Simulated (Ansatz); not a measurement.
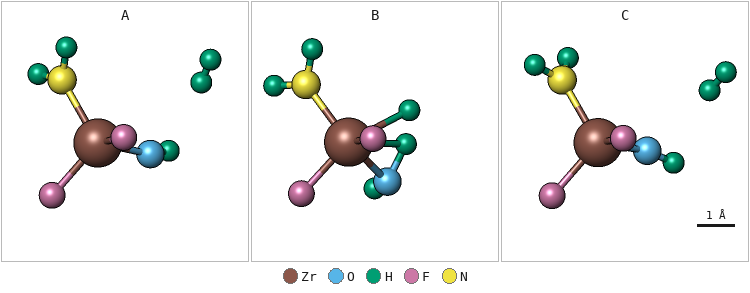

3 geometries from a converged minimum-energy path of ZrNH5OF2, made up at the start of ZrNH3OF2 and H2, shuffled. A ball-and-stick model, seen face on.

Level of theory: Ansatz, RKS PBE-D4/def2-SVP. Set-up: 5 movable images; climbing image; force threshold 0.05 eV/Å; iteration limit 60; starting path through a guess of the saddle point.

> Which frame is the transition state?

B. In order along the path, whose images run from 0 to 6: C (image 0, 0.00 eV), A (image 2, +0.02 eV), B (image 5, +1.13 eV). Breaking: H–H (0.77 → 2.16 Å). Forming: H–O (2.55 → 0.98 Å), H–Zr (4.01 → 1.89 Å).

Limits of the set-up: the start holds two separate molecules, 2.5 Å apart at their closest, whose relative position is a soft coordinate.
